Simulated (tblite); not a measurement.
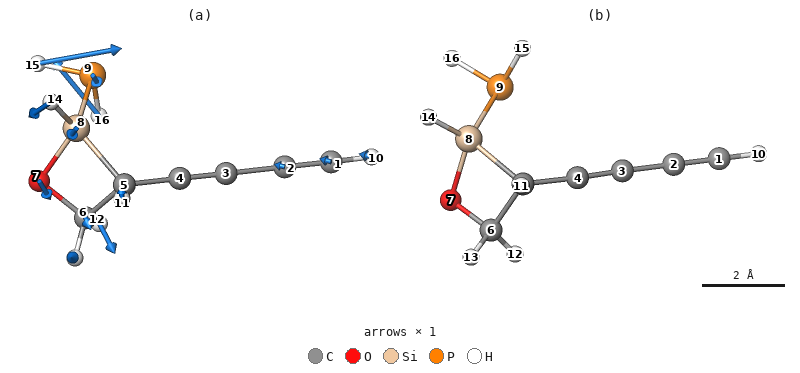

The structure of C₆H₇OPSi before (left) and after (right) a relaxation, at one scale. The blue arrows give the displacements, at their true length.

The picture is a ball-and-stick view, seen at a tilt.

Computed with tblite 0.8.0, GFN2-xTB geometry optimisation, gas phase. 

### Describe what moved and what it gained.

After 217 geometry steps the energy has fallen by 22.1 kcal/mol. The largest move after the best rigid fit is that of H15, 2.23 Å. By element the largest moves are H 2.23 Å, O 0.74 Å, Si 0.60 Å, P 0.58 Å, C 0.43 Å. Some distances before and after: C2–C3 1.535 → 1.357 Å, C5–Si8 1.854 → 1.935 Å, Si8–P9 2.182 → 2.230 Å, P9–H15 1.422 → 1.385 Å. Among the angles between lasting bonds that change: P9–Si8–H14 115.8° → 120.5°, Si8–C5–H11 112.4° → 116.4°, Si8–P9–H15 98.0° → 94.2°. Groups turn about Si8–P9 by about 135°, C5–C6 by about 20°, C6–O7 by about 20°.
